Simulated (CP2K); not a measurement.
**singlet CH4FSi−: levels of theory compared**

Wanted: a comparison of 6 runs (B3LYP/6-31G*, PBE0/TZV2P-MOLOPT-PBE0-GTH, AM1, PM3, PM6, GFN1-xTB) of singlet CH4FSi−. 

The calculation is run with CP2K 2026.2.

2 further runs of the same task are left out: 1 that didn't finish, 1 set aside as unsound or not needed.

### Step 1. The structure to begin with

CH4FSi−: 7 atoms, total charge -1, spin state singlet. As SMILES of the parent species, `[CH2][SiH2]F`. The shape is that of a PBE0-D4/def2-TZVP optimisation. This is one conformer, not always the lowest. That shape belongs to the parent species and isn't relaxed for this state.

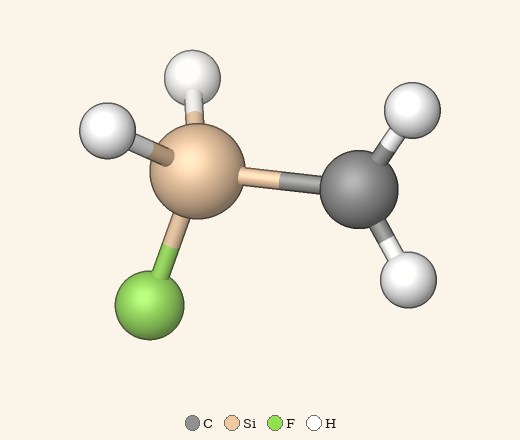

Viewed from a chosen angle; carbon grey, silicon light orange, fluorine green, hydrogen white.

### Step 2. A single-point energy at B3LYP/6-31G(d) (spherical functions) (run 1)

qs.inp reads:

```
&GLOBAL
    PROJECT_NAME qs
    RUN_TYPE ENERGY
    PRINT_LEVEL MEDIUM
&END GLOBAL

&FORCE_EVAL
    METHOD QUICKSTEP
    &DFT
        BASIS_SET_FILE_NAME ./6_31gs.basis
        POTENTIAL_FILE_NAME POTENTIAL
        CHARGE -1
        MULTIPLICITY 1
        ! Quickstep
        &QS
            METHOD GAPW
            EPS_DEFAULT 1.0E-10
        &END QS
        &MGRID
            CUTOFF 280
            REL_CUTOFF 50
            NGRIDS 4
        &END MGRID
        &POISSON
            PERIODIC NONE
            POISSON_SOLVER WAVELET
        &END POISSON
        ! SCF settings
        &SCF
            SCF_GUESS ATOMIC
            EPS_SCF 1.0E-07
            MAX_SCF 100
            ADDED_MOS 10
            &DIAGONALIZATION
                ALGORITHM STANDARD
            &END DIAGONALIZATION
            &MIXING
                METHOD DIRECT_P_MIXING
                ALPHA 0.4
            &END MIXING
        &END SCF
        &XC
            &XC_FUNCTIONAL
                &HYB_GGA_XC_B3LYP
                &END HYB_GGA_XC_B3LYP
            &END XC_FUNCTIONAL
            ! exact exchange
            &HF
                FRACTION 0.2
                &SCREENING
                    EPS_SCHWARZ 1.0E-10
                    SCREEN_ON_INITIAL_P F
                &END SCREENING
                &INTERACTION_POTENTIAL
                    POTENTIAL_TYPE COULOMB
                &END INTERACTION_POTENTIAL
                &MEMORY
                    MAX_MEMORY 1050
                &END MEMORY
            &END HF
        &END XC
        ! extra output
        &PRINT
            &MOMENTS
                PERIODIC F
                REFERENCE COM
                MAX_MOMENT 1
            &END MOMENTS
            &MO ON
                ENERGIES T
                OCCUPATION_NUMBERS T
                NDIGITS 6
                &EACH
                    QS_SCF 0
                &END EACH
                ADD_LAST NUMERIC
            &END MO
            &LOWDIN ON
            &END LOWDIN
            &HIRSHFELD OFF
            &END HIRSHFELD
        &END PRINT
    &END DFT
    &SUBSYS
        &CELL
            ABC [angstrom] 13.4 13.4 13.4
            PERIODIC NONE
        &END CELL
        &COORD
            C      5.669100     7.200500     5.725800
            Si     7.129600     6.762100     6.734100
            F      7.193600     5.169900     6.892100
            H      5.005000     6.453400     5.303100
            H      5.405000     8.230100     5.503700
            H      7.050900     7.350000     8.096900
            H      8.395000     7.201900     6.089900
        &END COORD
        &KIND C
            BASIS_SET 6-31Gs
            POTENTIAL ALL
            LEBEDEV_GRID 194
            RADIAL_GRID 100
        &END KIND
        &KIND Si
            BASIS_SET 6-31Gs
            POTENTIAL ALL
            LEBEDEV_GRID 194
            RADIAL_GRID 100
        &END KIND
        &KIND F
            BASIS_SET 6-31Gs
            POTENTIAL ALL
            LEBEDEV_GRID 194
            RADIAL_GRID 100
        &END KIND
        &KIND H
            BASIS_SET 6-31Gs
            POTENTIAL ALL
            LEBEDEV_GRID 194
            RADIAL_GRID 100
        &END KIND
    &END SUBSYS
&END FORCE_EVAL
```

Run with:

```sh
$ OMP_NUM_THREADS=1 cp2k.psmp qs.inp > qs.out
```

Standard output:

```text
CP2K| version string:                                       CP2K version 2026.2
[...]
 GLOBAL| Method name                                                        CP2K
[...]
 GLOBAL| Run type                                                         ENERGY
[...]
 DFT| Spin restricted Kohn-Sham (RKS) calculation                            RKS
 DFT| Multiplicity                                                             1
[...]
 DFT| Charge                                                                  -1
[...]
 FUNCTIONAL| HYB_GGA_XC_B3LYP:
[...]
 QS| Method:                                                                GAPW
[...]
 QS| Density cutoff [a.u.]:                                                140.0
[...]
 QS| Relative density cutoff [a.u.]:                                        25.0
[...]
                             - Atoms:                                          7
[...]
                             - Spherical basis functions:                     54
[...]
 Number of electrons:                                                         34
[...]
     1 P_Mix/Diag. 0.40E+00    6.0     0.74533089      -437.2394821189 -4.37E+02
[...]
    15 DIIS/Diag.  0.10E-06    3.1     0.00000006      -429.8364816304 -2.84E-13
  *** SCF run converged in    15 steps ***
[...]
  Overlap energy of the core charge distribution:               0.00000207745536
  Self energy of the core charge distribution:               -264.97843938405452
  Core Hamiltonian energy:                                   -171.46076198595753
  Hartree energy:                                              68.02669019080263
  Exchange-correlation energy:                                -10.50953523245508
  Hartree-Fock Exchange energy:                                -7.46464329782677
[...]
                     Mulliken Population Analysis
 #  Atom  Element  Kind  Atomic population                           Net charge
       1     C        1          6.707774                             -0.707774
       2     Si       2         13.479370                              0.520630
       3     F        3          9.451209                             -0.451209
       4     H        4          0.974275                              0.025725
       5     H        4          0.991180                              0.008820
       6     H        4          1.197662                             -0.197662
       7     H        4          1.198529                             -0.198529
 # Total charge                             34.000000                 -1.000000
[...]
 ENERGY| Total FORCE_EVAL ( QS ) energy [hartree]           -429.836481630369633
[...]
```

It took 51 s on 1 thread of Arm Neoverse V1, shared host; peak memory 0.97 GiB.

### Step 3. The energy at PBE0/TZV2P-MOLOPT-PBE0-GTH (core potential) (run 2)

mol.inp reads:

```
&GLOBAL
  PROJECT_NAME mol
  RUN_TYPE ENERGY
  PRINT_LEVEL MEDIUM
&END GLOBAL

&FORCE_EVAL
  METHOD Quickstep
  &DFT
    BASIS_SET_FILE_NAME BASIS_MOLOPT_UZH
    BASIS_SET_FILE_NAME BASIS_ADMM_UZH
    POTENTIAL_FILE_NAME POTENTIAL_UZH
    CHARGE -1
    MULTIPLICITY 1
    &QS
      METHOD GPW
      EPS_DEFAULT 1.0E-10
    &END QS
    &MGRID
      CUTOFF 400
      REL_CUTOFF 50
      NGRIDS 4
    &END MGRID
    &POISSON
      PERIODIC NONE
      POISSON_SOLVER WAVELET
    &END POISSON
    &SCF
      SCF_GUESS ATOMIC
      EPS_SCF 1.0E-06
      MAX_SCF 80
      ADDED_MOS 5
      &DIAGONALIZATION
        ALGORITHM STANDARD
      &END DIAGONALIZATION
      &MIXING
        METHOD DIRECT_P_MIXING
        ALPHA 0.4
      &END MIXING
    &END SCF
    &XC
      &XC_FUNCTIONAL
        &PBE
          SCALE_X 0.75
          SCALE_C 1.0
        &END PBE
      &END XC_FUNCTIONAL
      &HF
        FRACTION 0.25
        &SCREENING
          EPS_SCHWARZ 1.0E-09
          SCREEN_ON_INITIAL_P F
        &END SCREENING
        &INTERACTION_POTENTIAL
          POTENTIAL_TYPE COULOMB
        &END INTERACTION_POTENTIAL
        &MEMORY
          MAX_MEMORY 1050
        &END MEMORY
      &END HF
    &END XC
    &AUXILIARY_DENSITY_MATRIX_METHOD
      ADMM_TYPE ADMMS
      EXCH_CORRECTION_FUNC PBEX
    &END AUXILIARY_DENSITY_MATRIX_METHOD
    &PRINT
      &MOMENTS
        PERIODIC F
        REFERENCE COM
        MAX_MOMENT 1
      &END MOMENTS
      &MO ON
        ENERGIES T
        OCCUPATION_NUMBERS T
        NDIGITS 6
        &EACH
          QS_SCF 0
        &END EACH
        ADD_LAST NUMERIC
      &END MO
      &HIRSHFELD OFF
      &END HIRSHFELD
    &END PRINT
  &END DFT
  &SUBSYS
    &CELL
      ABC [angstrom] 13.4 13.4 13.4
      PERIODIC NONE
    &END CELL
    &COORD
      C      5.669100     7.200500     5.725800
      Si     7.129600     6.762100     6.734100
      F      7.193600     5.169900     6.892100
      H      5.005000     6.453400     5.303100
      H      5.405000     8.230100     5.503700
      H      7.050900     7.350000     8.096900
      H      8.395000     7.201900     6.089900
    &END COORD
    &KIND C
      BASIS_SET ORB TZV2P-MOLOPT-PBE0-GTH-q4
      BASIS_SET AUX_FIT admm-tzp-q4
      POTENTIAL GTH-PBE0-q4
    &END KIND
    &KIND Si
      BASIS_SET ORB TZV2P-MOLOPT-PBE0-GTH-q4
      BASIS_SET AUX_FIT admm-tzp-q4
      POTENTIAL GTH-PBE0-q4
    &END KIND
    &KIND F
      BASIS_SET ORB TZV2P-MOLOPT-PBE0-GTH-q7
      BASIS_SET AUX_FIT admm-tzp-q7
      POTENTIAL GTH-PBE0-q7
    &END KIND
    &KIND H
      BASIS_SET ORB TZV2P-MOLOPT-PBE0-GTH-q1
      BASIS_SET AUX_FIT admm-tzp-q1
      POTENTIAL GTH-PBE0-q1
    &END KIND
  &END SUBSYS
&END FORCE_EVAL
```

Run with:

```sh
$ OMP_NUM_THREADS=1 cp2k.psmp -i mol.inp -o mol.out
```

Standard output:

```text
CP2K| version string:                                       CP2K version 2026.2
[...]
 GLOBAL| Method name                                                        CP2K
[...]
 GLOBAL| Run type                                                         ENERGY
[...]
 DFT| Spin restricted Kohn-Sham (RKS) calculation                            RKS
 DFT| Multiplicity                                                             1
[...]
 DFT| Charge                                                                  -1
[...]
 FUNCTIONAL| PBE:
 QS| Method:                                                                 GPW
[...]
 QS| Density cutoff [a.u.]:                                                200.0
[...]
 QS| Relative density cutoff [a.u.]:                                        25.0
[...]
                             - Atoms:                                          7
[...]
                             - Spherical basis functions:                    143
[...]
 Number of electrons:                                                         20
[...]
     1 P_Mix/Diag. 0.40E+00    9.1     2.31792685       -33.8126205432 -3.38E+01
[...]
    16 DIIS/Diag.  0.10E-05    6.8     0.00000072       -36.2169686271 -6.62E-11
  *** SCF run converged in    16 steps ***
[...]
  Overlap energy of the core charge distribution:               0.00000083319202
  Self energy of the core charge distribution:                -94.61200451467671
  Core Hamiltonian energy:                                     26.69298048453998
  Hartree energy:                                              40.95892571804522
  Exchange-correlation energy:                                 -7.11782759330564
  Hartree-Fock Exchange energy:                                -2.13904355491166
  Total energy:                                               -36.21696862711679
[...]
  Dipole moment [Debye]
    X=  0.2595160E+01 Y= -0.1793695E+01 Z=  0.1857758E+01  Total=      3.6610738
 ENERGY| Total FORCE_EVAL ( QS ) energy [hartree]            -36.216968627116792
[...]
```

Run time: 1.9 min. Hardware: 1 thread of Arm Neoverse V1, shared host; peak memory 1.7 GiB.

Runs 3 to 5 aren't shown in full; the table further down has their settings and results.

### Step 4. A single-point energy at GFN1-xTB (run 6)

calc.inp reads:

```
&FORCE_EVAL
    METHOD Quickstep
    &DFT
        CHARGE -1
        &QS
            METHOD XTB
            EPS_DEFAULT 1.0E-10
            &XTB
                GFN_TYPE 1
                CHECK_ATOMIC_CHARGES F
            &END XTB
        &END QS
        # isolated system
        &POISSON
            PERIODIC NONE
            POISSON_SOLVER ANALYTIC
        &END POISSON
        # SCF settings
        &SCF
            SCF_GUESS ATOMIC
            EPS_SCF 1.0E-06
            MAX_SCF 30
            &OT
                MINIMIZER DIIS
                PRECONDITIONER FULL_ALL
            &END OT
            &OUTER_SCF
                EPS_SCF 1.0E-06
                MAX_SCF 5
            &END OUTER_SCF
        &END SCF
        &PRINT
            &MOMENTS
                PERIODIC F
                REFERENCE COM
                MAX_MOMENT 1
            &END MOMENTS
            &MO_CUBES
                NLUMO 5
                NHOMO -1
                WRITE_CUBE F
            &END MO_CUBES
            &HIRSHFELD OFF
            &END HIRSHFELD
        &END PRINT
    &END DFT
    &SUBSYS
        # box in angstrom
        &CELL
            ABC 13.4 13.1 12.8
            PERIODIC NONE
        &END CELL
        &COORD
            C     -0.871900     0.281100    -0.615800
            Si     0.588600    -0.157300     0.392500
            F      0.652600    -1.749500     0.550500
            H     -1.536000    -0.466000    -1.038500
            H     -1.136000     1.310700    -0.837900
            H      0.509900     0.430600     1.755300
            H      1.854000     0.282500    -0.251700
        &END COORD
        &TOPOLOGY
            &CENTER_COORDINATES
            &END CENTER_COORDINATES
        &END TOPOLOGY
    &END SUBSYS
&END FORCE_EVAL

&GLOBAL
    PROJECT calc
    RUN_TYPE ENERGY
    PRINT_LEVEL MEDIUM
&END GLOBAL
```

Run with:

```sh
$ OMP_NUM_THREADS=1 cp2k.psmp calc.inp > calc.out
```

Standard output:

```text
CP2K| version string:                                       CP2K version 2026.2
[...]
 GLOBAL| Method name                                                        CP2K
[...]
 GLOBAL| Run type                                                         ENERGY
[...]
                             - Atoms:                                          7
[...]
                             - Spherical basis functions:                     25
[...]
 Number of electrons:                                                         20
[...]
     1 OT DIIS     0.15E+00    0.0     0.05651197       -11.4808049534 -1.15E+01
[...]
     9 OT DIIS     0.15E+00    0.0     0.00000056       -11.5236759450 -1.11E-10
  *** SCF run converged in     9 steps ***
[...]
 TB_DIPOLE| Moment [Debye]          1.59271078      -1.37596398       1.16609924
 TB_DIPOLE| Derivative [a.u.]       0.00000000       0.00000000       0.00000000
[...]
 ENERGY| Total FORCE_EVAL ( QS ) energy [hartree]            -11.523675944992531
[...]
```

Wall time 0.44 s (1 thread of Arm Neoverse V1, shared host).

### Step 5. Overview of the runs

| run | level | core potential | scheme | energy (Eh) | HOMO energy (eV) | LUMO energy (eV) | HOMO–LUMO gap (eV) | wall time |
| --- | --- | --- | --- | --- | --- | --- | --- | --- |
| 1 | B3LYP/6-31G* (spherical functions) | none | GAPW | -429.836482 | 2.59 | 6.19 | 3.59 | 51 s |
| 2 | PBE0/TZV2P-MOLOPT-PBE0-GTH (core potential) | GTH-PBE0 | GPW | -36.216969 | 1.37 | 5.37 | 3.99 | 1.9 min |
| 3 | AM1 | – | – | -27.662031 | -0.82 | 7.01 | 7.82 | 0.28 s |
| 4 | PM3 | – | – | -25.471929 | – | – | – | 0.97 s |
| 5 | PM6 | – | – | -26.564127 | -1.85 | 5.30 | 7.15 | 0.28 s |
| 6 | GFN1-xTB | – | – | -11.523676 | -2.98 | – | – | 0.44 s |

### Step 6. Outcome

```
                quantity         value
     run 6: total energy  -11.52368 Eh
      run 6: HOMO energy      -2.98 eV
run 6: dispersion energy  -3.95 kJ/mol
```

What this shows: Over runs 1, 2, 3, 5 the HOMO–LUMO gap runs from 3.59 eV (B3LYP/6-31G*) to 7.82 eV (AM1). The two ends differ in method and basis and Hamiltonian. The empty levels of an anion lie above zero and hang on the basis. Totals of different functionals can't be ranked against each other. Some runs of one species differ in core potentials or relativity; totals across that change don't compare. In runs 1, 2 the HOMO lies above zero, so the outermost electron may be held by the basis alone. Force-field and semi-empirical energies have zeros of their own, so their totals don't compare. All runs together took 2.8 min, the longest 1.9 min.
